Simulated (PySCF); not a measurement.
# USVWN5/STO-3G run of BSiH4 (SMILES B[SiH2])

What is the energy change on altering one bond length of BSiH4 at USVWN5/STO-3G? The job is set up through a Python script.

Program for the calculation: PySCF 2.14.0.

12 further runs of the same task are left out: 2 that didn't finish, 10 set aside as unsound or not needed.

### 1 The system as given

The species is BSiH4 (6 atoms), meant as a doublet with charge 0. As SMILES, `B[SiH2]`. The coordinates come from a GFN2-xTB relaxation.

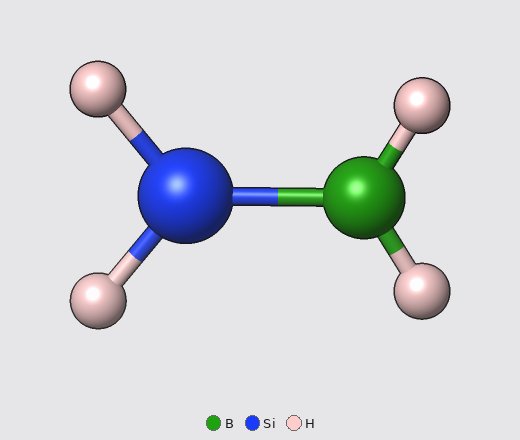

Viewed from a chosen angle; boron green, silicon blue, hydrogen pink.

### 2 A single-point energy at USVWN5/STO-3G

File input.py:

```python
# B[SiH2]
from pyscf import gto, dft

mol = gto.M(
    atom='''
B     -0.006973    -1.959986     0.216695
Si     0.008371     1.567698    -0.173779
H     -1.381333    -2.956023     1.655967
H      1.355784    -3.259985    -0.968522
H      1.564920     3.134980    -1.867163
H     -1.540750     3.473317     1.136784
''',
    unit='bohr',
    max_memory=1860,
    basis='sto-3g',
    verbose=3,
    spin=1,
)

calc0 = dft.UKS(mol, xc='svwn')
calc0.grids.level = 5
calc0.conv_tol = 1e-10
calc0.kernel()
if not calc0.converged:
    calc0 = calc0.newton().run(calc0.mo_coeff, calc0.mo_occ)

e_tot = calc0.e_tot
print('E = %.10f Eh' % e_tot)
```

The run is started by

```
$ OMP_NUM_THREADS=1 python input.py
```

The program printed:

```text
converged SCF energy = -311.457632980313  <S^2> = 0.75112639  2S+1 = 2.0011261
E = -311.4576329803 Eh
```

It took 2.3 s on 1 thread of Intel Xeon Platinum 8488C (Sapphire Rapids), shared host; peak memory 0.14 GiB.

### 3 The distorted shape

File calc.py:

```python
from pyscf import gto, dft

mol = gto.M(
    atom='''
B     -2.459959     0.380035     2.350107
Si    -2.444614     3.907719     1.959633
H     -3.834319    -0.616002     3.789379
H      1.355784    -3.259985    -0.968522
H     -0.888065     5.475001     0.266249
H     -3.993736     5.813338     3.270196
''',
    basis='sto-3g',
    verbose=4,
    max_memory=1860,
    spin=1,
    unit='bohr',
)

mf = dft.UKS(mol, xc='svwn')
mf.conv_tol = 1e-10
mf.grids.level = 5
mf.kernel()
if not mf.converged:
    mf = mf.newton().run(mf.mo_coeff, mf.mo_occ)

energy = mf.e_tot
print('E = %.10f Eh' % energy)
```

The run is started by

```
$ OMP_NUM_THREADS=1 python calc.py
```

The program printed:

```text
PySCF version 2.14.0

[INPUT] num. atoms = 6
[INPUT] num. electrons = 23
[INPUT] charge = 0
[INPUT] spin (= nelec alpha-beta = 2S) = 1
[INPUT] symmetry False subgroup None
[INPUT] Mole.unit = bohr
[INPUT] Symbol           X                Y                Z      unit          X                Y                Z       unit  Magmom
[INPUT]  1 B     -1.301754242598   0.201105861352   1.243623067624 AA   -2.459959000000   0.380035000000   2.350107000000 Bohr   0.0
[INPUT]  2 Si    -1.293634018296   2.067875841479   1.036993125367 AA   -2.444614000000   3.907719000000   1.959633000000 Bohr   0.0
[INPUT]  3 H     -2.029034234198  -0.325974220281   2.005253010339 AA   -3.834319000000  -0.616002000000   3.789379000000 Bohr   0.0
[INPUT]  4 H      0.717449995730  -1.725109769941  -0.512519770675 AA    1.355784000000  -3.259985000000  -0.968522000000 Bohr   0.0
[INPUT]  5 H     -0.469943759816   2.897245758964   0.140892903230 AA   -0.888065000000   5.475001000000   0.266249000000 Bohr   0.0
[INPUT]  6 H     -2.113394077631   3.076285988975   1.730513198442 AA   -3.993736000000   5.813338000000   3.270196000000 Bohr   0.0

nuclear repulsion = 39.8086682787817
number of shells = 12
number of NR pGTOs = 54
number of NR cGTOs = 18
basis = sto-3g
ecp = {}

******** <class 'pyscf.dft.uks.UKS'> ********
method = UKS
initial guess = minao
damping factor = 0
level_shift factor = 0
DIIS = <class 'pyscf.scf.diis.CDIIS'>
diis_start_cycle = 1
diis_space = 8
diis_damp = 0
SCF conv_tol = 1e-10
SCF conv_tol_grad = None
SCF max_cycles = 50
direct_scf = True
direct_scf_tol = 1e-13
number electrons alpha = 12  beta = 11
XC library pyscf.dft.libxc version 7.0.0
    S. Lehtola, C. Steigemann, M. J.T. Oliveira, and M. A.L. Marques.,  SoftwareX 7, 1–5 (2018)
[... 101 lines left out ...]
converged SCF energy = -311.2037839431  <S^2> = 1.4519051  2S+1 = 2.6091417
E = -311.2037839431 Eh
```

Wall time 7.5 s (1 thread of Intel Xeon Platinum 8488C (Sapphire Rapids), shared host); peak memory 0.14 GiB.

### 4 Summary of results

Level: USVWN5/STO-3G.

```
                                                         quantity          value
                                        first shape: total energy  -311.45763 Eh
                                       first shape: dipole moment         1.69 D
                  first shape: HOMO energy (highest over α and β)       -2.59 eV
                   first shape: LUMO energy (lowest over α and β)       -1.46 eV
                                                first shape: ⟨S²⟩          0.751
                                    distorted shape: total energy  -311.20378 Eh
                                   distorted shape: dipole moment         0.57 D
              distorted shape: HOMO energy (highest over α and β)       -1.62 eV
               distorted shape: LUMO energy (lowest over α and β)       -1.09 eV
                                            distorted shape: ⟨S²⟩          1.452
energy change with the B1–H4 bond stretched from 1.178 to 3.297 Å       6.908 eV
```

In words: With the B1–H4 bond stretched from 1.178 to 3.297 Å the energy rises by 6.91 eV (666 kJ/mol). The first shape isn't relaxed at this level, so the change isn't measured from a minimum. The minimal basis adds a large error of its own. Mulliken charges (first shape) run from -0.15 on B1 to +0.37 on Si2. ⟨S²⟩ (distorted shape) is 1.45 where a pure doublet has 0.75: the reference is spin-contaminated.
